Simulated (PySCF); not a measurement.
**F₅H₁₀N₅Si₅: density, localisation and related maps**

```xyz
25

F     2.7243   -1.1845   -2.1883
Si    2.4173   -0.2471   -0.9092
N     1.6722    1.1535   -1.5861
Si    0.7341    2.3368   -0.7688
F     1.4934    2.6819    0.6097
N    -0.8235    1.7833   -0.2752
Si   -1.8849    0.7166   -1.1047
F    -1.2944    0.5413   -2.5942
N    -1.9188   -0.8871   -0.4716
Si   -2.1203   -1.3468    1.1692
F    -2.7784   -0.0462    1.8662
N    -0.6276   -1.7080    1.9447
Si    0.9012   -0.9399    1.7038
F     1.8647   -1.7594    2.7161
N     1.4086   -1.2206    0.0889
H     3.6750    0.0856   -0.2729
H     1.4929    1.0929   -2.5748
H     0.6848    3.5550   -1.5568
H    -1.1074    2.0256    0.6588
H    -3.2139    1.2827   -1.2499
H    -1.6419   -1.6138   -1.1081
H    -3.0598   -2.4383    1.3438
H    -0.6968   -2.2204    2.8085
H     1.0276    0.4436    2.1012
H     1.0606   -2.0629   -0.3413
```

Geometry: GFN2-xTB.

Computed with PySCF 2.14.0, PBE0/6-31G*, SCF density, gas phase, non-relativistic.

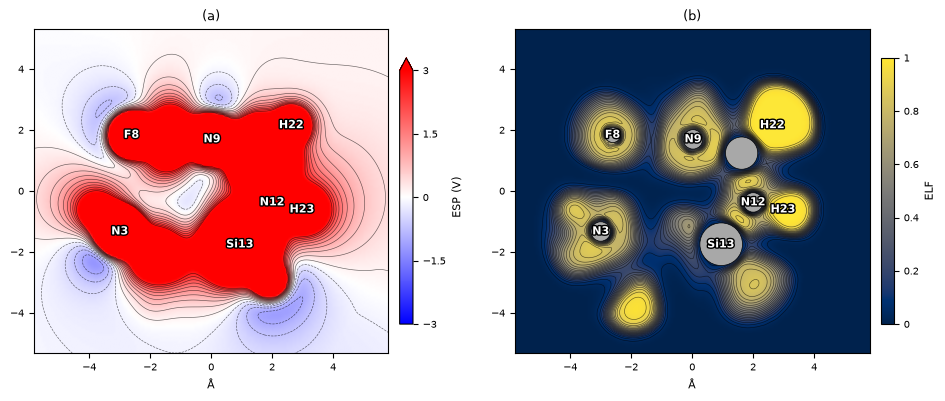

Figure 1. (a) electrostatic potential; (b) ELF on the plane of atoms Si13, N12 and H23. Grey discs cover the atomic cores in the ELF map.

> What do the fields say about this system?

The plane passes through N, F, Si and H nuclei. Si–N (1.73 Å): the ELF peaks at about 0.90 between the atoms: a shared but strongly polarised pair. N–H (1.01 Å): the ELF climbs to about 1 towards the hydrogen, as it does in any bond to H; a covalent bond by its length. The ELF also peaks beside F14, N3, F8 and N9, away from the bonds: lone-pair regions. Outside the dense part of the molecule the potential is most negative (−1.2 V) near N3.

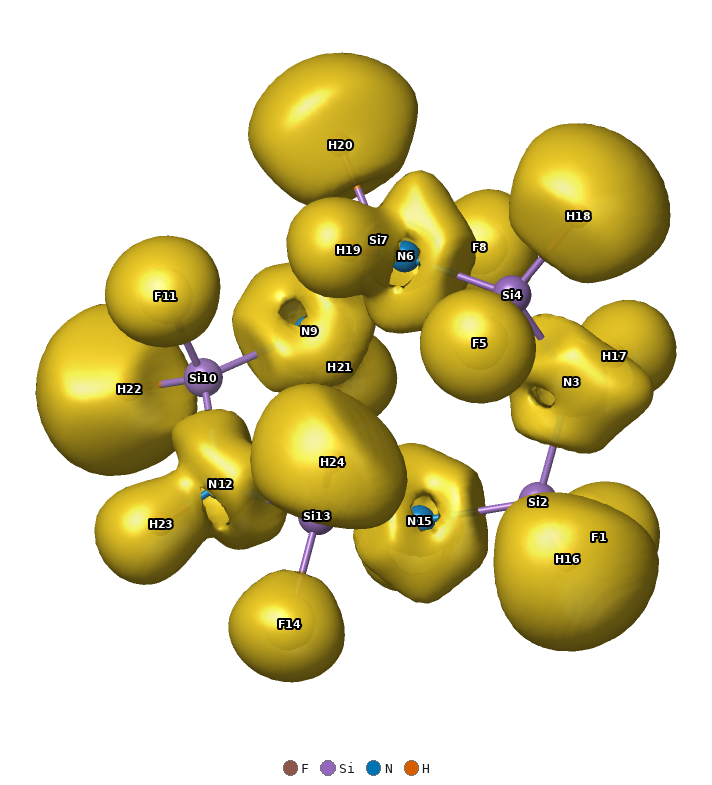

Figure 2. Isosurface of the electron localisation function at 0.75 (yellow), seen at a tilt. Core shells and regions of very low density are left out.

> What do the ELF domains correspond to?

At this value the surface marks out five regions around hydrogen nuclei, five regions wrapped around F (its lone pairs, merged into a ring or cap) and five joined regions spread over several atoms (H, N), in which their bonds and any lone pairs are merged. Along the contacts the grid gives the following. Si–F (1.61 Å): the ELF peaks at about 0.85 in the valence shell of F, 0.5 Å from its nucleus, and is about 0.50 at the midpoint. Si–N (1.72 Å): the ELF peaks at about 0.90 between the atoms, as expected for a polar covalent bond.

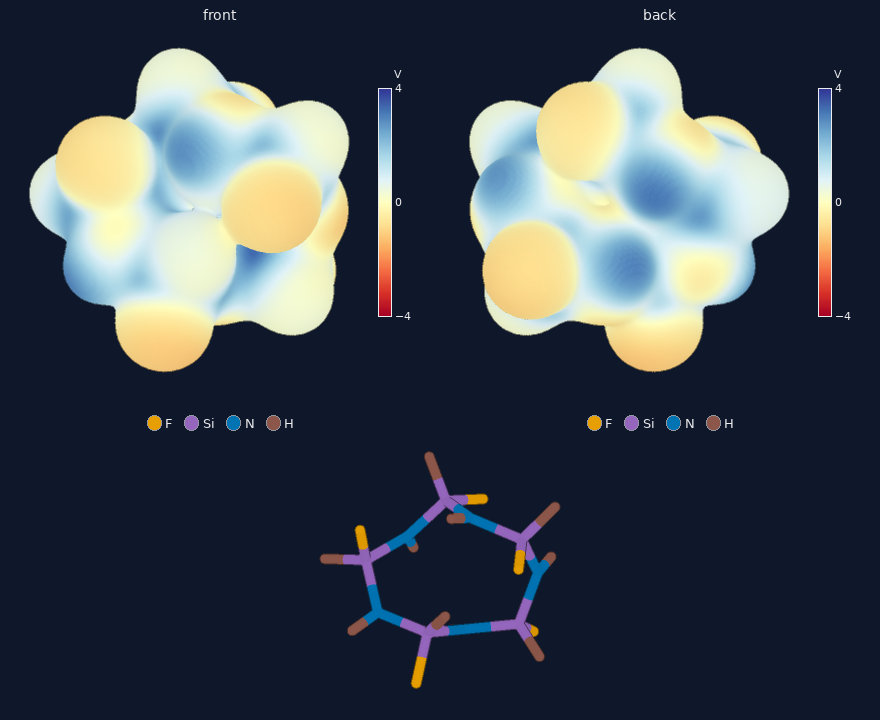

Figure 3. The molecular electrostatic potential painted on the density surface at 0.004 e/bohr³, seen from the front and from behind; red is negative and blue positive. The bare structure is drawn below in the same view.

> Describe the electrostatic potential map.

The most negative region (about −1.1 V) lies over F14, the most positive (about +3.0 V) over Si2, H21 and H25.

> What dipole moment does the calculation give?

Its dipole moment is 2.48 D.
